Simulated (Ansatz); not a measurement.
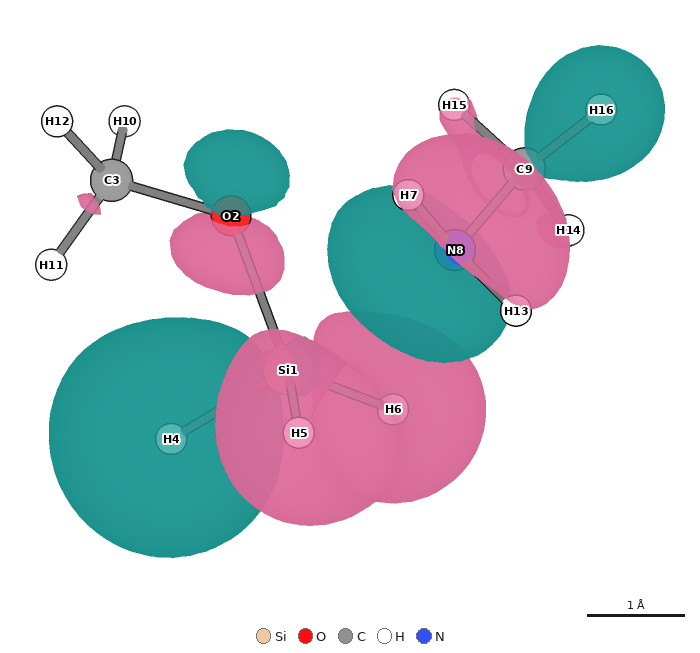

*CH6OSi···CH5N. The HOMO at ±0.08 Å⁻³ᐟ² (teal and pink are the two phases), seen at a tilt.*

The calculation used RKS PBE0/def2-SVP in Ansatz.

Input file:

```
crystal:
  periodic: [false, false, false]
  atoms:
    - { symbol: Si, position_ang: [-0.093872, 1.828336, 0.348845] }
    - { symbol: O, position_ang: [0.568849, 0.957157, -0.99066] }
    - { symbol: C, position_ang: [-0.148679, 0.801373, -2.182716] }
    - { symbol: H, position_ang: [-0.50233, 3.174117, -0.17565] }
    - { symbol: H, position_ang: [0.974073, 2.004986, 1.361382] }
    - { symbol: H, position_ang: [-1.328019, 1.175577, 0.88009] }
    - { symbol: H, position_ang: [1.087518, -0.878821, 0.235799] }
    - { symbol: "N", position_ang: [0.790477, -1.036778, 1.197269] }
    - { symbol: C, position_ang: [-0.244421, -2.041337, 1.270655] }
    - { symbol: H, position_ang: [-1.036732, 0.151022, -2.05922] }
    - { symbol: H, position_ang: [-0.497038, 1.76417, -2.604861] }
    - { symbol: H, position_ang: [0.50953, 0.331364, -2.931031] }
    - { symbol: H, position_ang: [1.607428, -1.30813, 1.734457] }
    - { symbol: H, position_ang: [-0.583482, -2.150379, 2.313266] }
    - { symbol: H, position_ang: [-1.125953, -1.71559, 0.695396] }
    - { symbol: H, position_ang: [0.022652, -3.057166, 0.907079] }
basis:
  gaussian: { orbitals: def2-SVP }
hamiltonian:
  xc: pbe0
relax:
  f_tol: 0.03
  max_steps: 50
output:
  orbitals: {}
```

Run with:

```sh
ansatz run input.yaml --threads 4 --pin off --max-ram 5120MiB --backend cpu --events-out ev --progress --plain --runs-dir out
```

The fields are those of the relaxed geometry.

Describe this orbital and give its energy.

By Hirshfeld shares it lies mainly on H4 (about 25 %), Si1 (about 25 %), N8 (about 20 %), H5 (about 10 %) and H6 (about 10 %). Its energy is −7.04 eV.
